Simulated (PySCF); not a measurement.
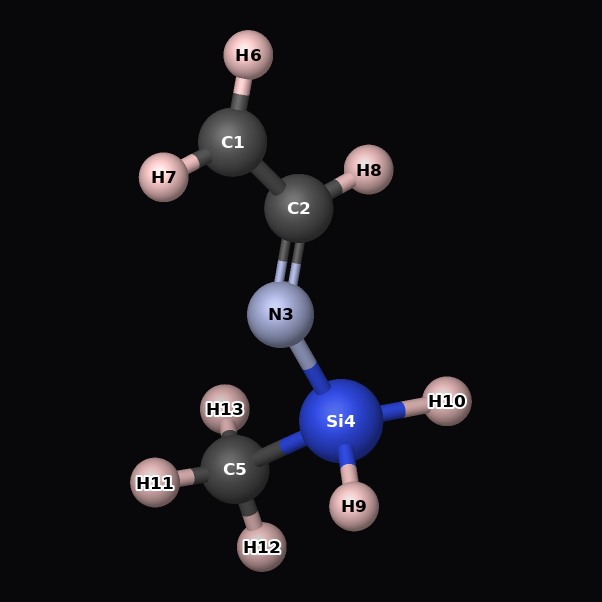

State: neutral, doublet. The computed structure is the end point of a GFN2-xTB optimisation. No frequency run is at hand to confirm it as a minimum. Level of theory: UKS B3LYP, pcH-1 on C H N Si, non-relativistic (PySCF 2.14.0). Fermi-contact and spin-dipolar terms alone, no spin-orbit part.

> Which nucleus has the largest dipolar (anisotropic) hyperfine coupling?

13C at C1: principal values −55.6, −54.1, 109.7 MHz.

List the isotropic and dipolar parts for the most strongly coupled nuclei, one of each equivalent set.

```json
{"atom": "C1", "isotope": "13C", "a_iso (MHz)": "55.7", "dipolar part (MHz)": "−55.6, −54.1, 109.7"}
{"atom": "N3", "isotope": "14N", "a_iso (MHz)": "17.3", "dipolar part (MHz)": "−22.6, −21.7, 44.3"}
{"atom": "H6", "isotope": "1H", "a_iso (MHz)": "−44.6", "dipolar part (MHz)": "−26.9, −1.1, 28.1"}
{"atom": "H7", "isotope": "1H", "a_iso (MHz)": "−43.7", "dipolar part (MHz)": "−23.6, −2.3, 25.9"}
{"atom": "C2", "isotope": "13C", "a_iso (MHz)": "−45.5", "dipolar part (MHz)": "−25.7, 9.4, 16.3"}
{"atom": "C5", "isotope": "13C", "a_iso (MHz)": "24.6", "dipolar part (MHz)": "−3.2, −3.0, 6.2"}
{"atom": "H8", "isotope": "1H", "a_iso (MHz)": "7.6", "dipolar part (MHz)": "−5.4, −0.4, 5.8"}
{"atom": "H9", "isotope": "1H", "a_iso (MHz)": "43.6", "dipolar part (MHz)": "−2.7, −1.3, 4.0"}
```

The geometry is semi-empirical. Around Si such bond lengths and angles can be off by a tenth of an ångström or more and by several degrees, and values that hang on the shape move with them.
